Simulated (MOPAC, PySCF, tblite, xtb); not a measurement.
Intermolecular potential of BCl3 ··· H4OSi (SMILES ClB(Cl)Cl and O[SiH3]), singlet. Monomers: optimised at B3LYP-D3(BJ) (def2-TZVP), held rigid. Orientation: lowest of the rigid-body minima from ten starts at GFN2-xTB (searched outside a hard wall at short contacts). Only R, the distance of the centres of mass, is varied, so the lowest point isn't the relaxed dimer. The shortest distances reach bonding range, where SAPT0 and rigid monomers are unreliable.

Geometry at R = 3.28 Å (first 4 atoms: monomer A):
```
10

Cl    -0.8624     1.5172     0.0003
B      0.0002     0.0000     0.0002
Cl    -0.8832    -1.5051    -0.0009
Cl     1.7454    -0.0120     0.0004
Si     0.7136    -0.9562    -3.5480
O     -0.0103     0.0499    -2.4551
H     -0.2162    -1.3370    -4.6404
H      1.1127    -2.1567    -2.7881
H      1.9095    -0.3274    -4.1620
H     -0.3441     0.8966    -2.7601
```

- GFN1-xTB (xtb)
- PM7, restricted, heats of formation (MOPAC)
- RKS-B3LYP/6-31G* = restricted B3LYP/6-31G*, spherical d, no counterpoise correction (PySCF)
- RKS-B3LYP/6-311+G** = restricted B3LYP/6-311+G**, spherical d, no counterpoise correction (PySCF)
- GFN2-xTB (tblite)

Interaction energies in kJ/mol (negative: bound); R is the distance of the centres of mass, d the B2···O6 distance.

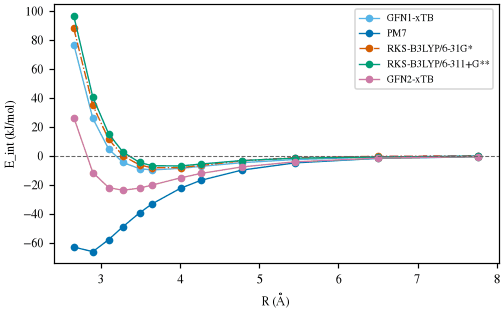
Figure. Interaction energy against separation.

| R / Å | d / Å | GFN1-xTB | PM7 | RKS-B3LYP/6-31G* | RKS-B3LYP/6-311+G** | GFN2-xTB |
|---|---|---|---|---|---|---|
| 2.66 | 1.86 | 76.74 | -63.11 | 87.88 | 96.44 | 26.35 |
| 2.90 | 2.09 | 25.76 | -66.26 | 34.74 | 40.41 | -11.65 |
| 3.10 | 2.28 | 4.62 | -57.96 | 11.41 | 15.15 | -21.99 |
| 3.28 | 2.46 | -4.64 | -49.05 | 0.00 | 2.56 | -23.88 |
| 3.49 | 2.66 | -8.97 | -39.47 | -6.42 | -4.66 | -22.38 |
| 3.65 | 2.82 | -9.81 | -33.22 | -8.32 | -6.91 | -20.26 |
| 4.01 | 3.17 | -8.75 | -22.41 | -8.19 | -7.08 | -15.26 |
| 4.27 | 3.42 | -7.32 | -16.92 | -6.70 | -5.73 | -12.21 |
| 4.78 | 3.93 | -4.82 | -9.97 | -3.59 | -3.34 | -7.77 |
| 5.45 | 4.59 | -2.65 | -4.97 | -1.31 | -1.71 | -4.23 |
| 6.50 | 5.63 | -1.02 | -1.84 | -0.42 | -0.84 | -1.69 |
| 7.77 | 6.89 | -0.34 | -0.73 | -0.15 | -0.33 | -0.65 |

Lowest grid point: GFN1-xTB -9.81 kJ/mol at R = 3.65 Å; PM7 -66.26 kJ/mol at R = 2.90 Å; RKS-B3LYP/6-31G* -8.32 kJ/mol at R = 3.65 Å; RKS-B3LYP/6-311+G** -7.08 kJ/mol at R = 4.01 Å; GFN2-xTB -23.88 kJ/mol at R = 3.28 Å.
